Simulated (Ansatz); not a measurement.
# TlSe3F (built on the sites of a database entry of TlIO3): following an unstable mode, part 3 of 3

Aim: this structure of TlSe3F (built on the sites of a database entry of TlIO3) is to be tested for unstable modes, and one is followed downhill.

Ansatz 0.2.0; DFT PBEsol, scalar-relativistic, plane waves, PAW.

So far. Step 4 (The mode frozen in, largest atomic shift 0.32 Å): The run ends at a pressure of -0.24 GPa, with forces up to 0.25 eV/Å. Step 5 (Energy along the mode, all amplitudes (two of the runs …): The lowest of the steps tried is at 0.32 Å, 3.23 meV/atom below the parent; the bottom of the well need not coincide with a step.

The structure was built from a prototype and need not be the compound's stable phase.

**6. Relaxing from the distorted cell (continued)**

The steps of the relaxation (22 of 74):

```csv
step,energy less that of the first step (eV),largest force component (eV/Å),pressure (GPa),volume (Å³)
1,0.0000,0.2187,-0.24,241.16
4,-0.1449,0.2357,-0.30,242.99
8,-0.5439,0.1423,0.06,253.72
11,-0.6903,0.2432,-0.11,264.98
15,-1.0374,0.1927,0.87,239.00
18,-1.0967,0.0428,-0.09,239.66
22,-1.1422,0.0992,-0.26,231.58
25,-1.1606,0.0927,0.25,228.09
29,-1.1758,0.0306,-0.08,231.71
32,-1.1776,0.0124,0.03,232.26
36,-1.1775,0.0007,0.00,232.49
39,-1.3903,0.0994,0.11,241.57
43,-1.4005,0.0344,0.00,244.33
46,-1.4111,0.0472,0.01,245.77
50,-1.4187,0.0292,-0.05,245.83
53,-1.4209,0.0043,0.01,245.22
57,-1.4782,0.0310,0.04,246.36
60,-1.4877,0.0212,-0.01,248.19
64,-1.4878,0.0026,0.00,248.47
67,-1.4963,0.0119,0.02,248.74
71,-1.4968,0.0036,0.00,249.16
74*,-1.4978,0.0017,0.00,249.30
```

Relaxation steps marked * repeat the geometry before them on a plane-wave basis chosen anew for their cell, so energy and pressure can jump there. Other such steps can lie between the rows shown. Relaxation steps 7, 28, 47, 49, 62 were tried and not accepted.

Forces are held to the 2 operations that the run works with; a distortion that breaks them can't arise in this run.

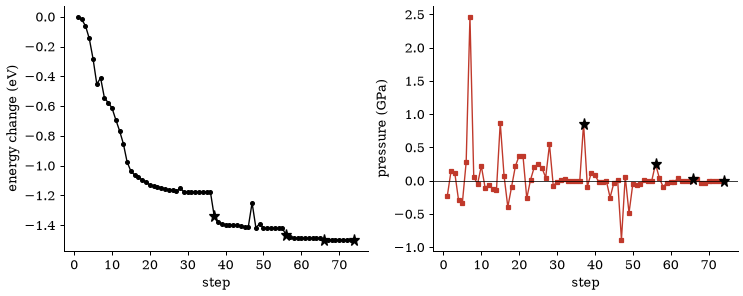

Energy and pressure along the relaxation. Stars mark steps on a basis chosen anew.

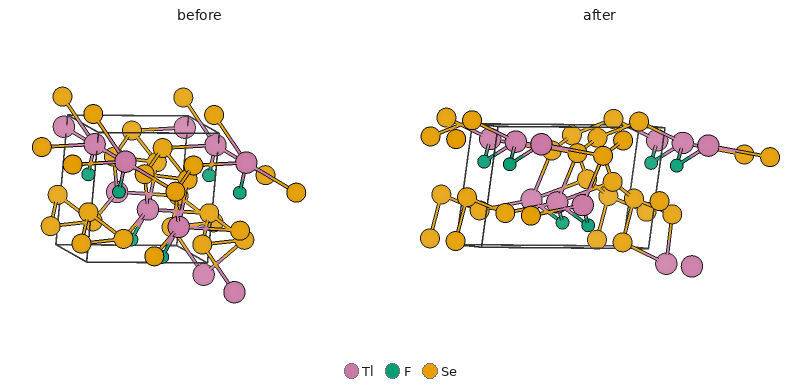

Before and after, at one scale. Bonds to atoms that aren't drawn are left out.

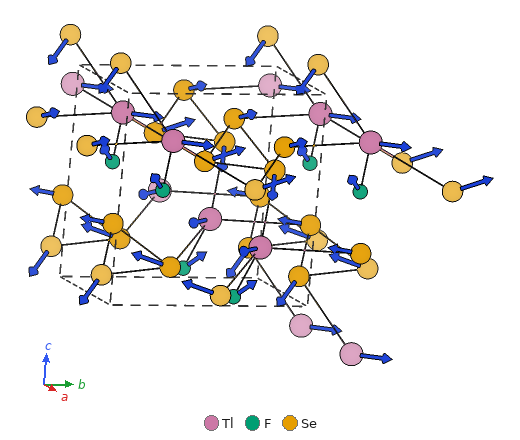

Displacements in the relaxation, scaled, measured against the changing cell; the longest in the cell stands for 1.40 Å. 2×1×1 cells are drawn. Some periodic images of atoms are drawn too.

```csv
cell as run,before,after,change
a (Å),4.944,4.031,-18.5 %
b (Å),6.857,9.475,+38.2 %
c (Å),7.124,6.898,-3.2 %
β (°),86.97,71.15,-18.2 %
volume (Å³/atom),24.12,24.93,+3.4 %
```

The atoms that moved most (Å, as changes of fractional coordinates times the final cell):

```csv
atom,dx,dy,dz,length
Se7,0.102,-0.278,-1.370,1.402
Se10,-0.190,0.227,-1.370,1.402
Se8,-0.814,0.935,0.325,1.281
Se9,0.403,-1.172,0.325,1.281
Tl2,1.034,-0.458,0.518,1.244
Tl1,0.121,1.124,0.518,1.244
Se6,-0.727,0.492,-0.184,0.898
Se5,0.063,-0.876,-0.184,0.898
```

The relaxed structure:

```cif
data_structure
_symmetry_space_group_name_H-M 'P 1'
_symmetry_Int_Tables_number 1
_cell_length_a 4.0306
_cell_length_b 9.4752
_cell_length_c 6.8976
_cell_angle_alpha 90.000
_cell_angle_beta 71.148
_cell_angle_gamma 90.000
_cell_volume 249.30
loop_
_atom_site_label
_atom_site_type_symbol
_atom_site_fract_x
_atom_site_fract_y
_atom_site_fract_z
_atom_site_occupancy
Tl1 Tl 0.11267 0.10150 0.87794 1
Tl2 Tl 0.11267 0.39850 0.37794 1
F3 F 0.71224 0.99063 0.70255 1
F4 F 0.71224 0.50937 0.20255 1
Se5 Se 0.92568 0.88379 0.41134 1
Se6 Se 0.92568 0.61621 0.91134 1
Se7 Se 0.22927 0.80431 0.05426 1
Se8 Se 0.35785 0.44146 0.79161 1
Se9 Se 0.35785 0.05854 0.29161 1
Se10 Se 0.22927 0.69569 0.55426 1
```

This step gave:

| Property | Result |
| --- | --- |
| pressure | 6.31e-4 GPa |
| gap on the k-mesh | 0.8675 eV |
| volume per atom | 24.93 Å³ |

The distorted start has space group Pc; the relaxation ends in Pc.

**7. The phases reached**

The phases reached along the modes that were followed are set side by side.

Energies are those of the first relaxation, on the mesh of the frozen mode; space group, volume and gap are those of the last relaxation. Phases, by row:

```csv
mode frozen in,space group,energy from parent (meV/atom),volume (Å³/atom),gap on mesh (eV),lowest zone-centre optical mode (cm⁻¹),largest shift (Å)
parent,R3m,0,24.12,0.279,–,–
"q = (0, 0, -0.5), 52i cm⁻¹",Cc,-233.9,24.17,1.116,–,1.286
"q = (0, -0.5, -0.5), 40i cm⁻¹",Pc,-153,24.93,0.867,–,1.452
```

**8. Outcome**

```
unstable mode of the parent                                                      : q = (0, -0.5, -0.5), 40i cm⁻¹
depth at the lowest point sampled                                                : 3.23 meV/atom
largest atomic shift at that point                                               : 0.32 Å
space group reached (within 0.01 Å)                                              : Pc
energy gained over the parent (first relaxation, on the mesh of the frozen mode) : 153 meV/atom
volume per atom, phase reached                                                   : 24.9 Å³
gap on the k-mesh, phase reached                                                 : 0.867 eV
```

What this shows: From this start the structure relaxes into Pc, 153 meV/atom below the parent. At the parent's cell the well is 3.233 meV/atom deep on the steps tried, with its lowest point at a shift of 0.32 Å. Relaxing atoms and cell changes the gain by +149.78 meV/atom against the lowest step (energies at zero smearing). Most of the total comes from this relaxation. The frozen pattern makes up only 6 % of the final shifts of the atoms, so other modes or strain give most of the change. The modes of the phase reached were not computed on this path. Of the 2 patterns followed to their end from this parent, this one ends 80.9 meV/atom above the lowest, Cc. Each path keeps the symmetry of its pattern, so a lower phase may lie along a pattern not tried. The program warns that the interpolation holds no quadrupole term, so branches close to Γ can be off in this crystal. Spin-orbit coupling is left out, which can matter for the heavy elements here. The starting cell was built on a prototype and not taken from a measurement, so the phase need not exist.

[Logs are printed without paths, hosts, clocks, repeated set-up lines and the standing remarks that a program may print on its own settings, such as how far it seeks lower states.]

[Hosts, paths, dates, database ids (printed as entryN), source tags and the programs' standing remarks are cut or masked in the printed files.]
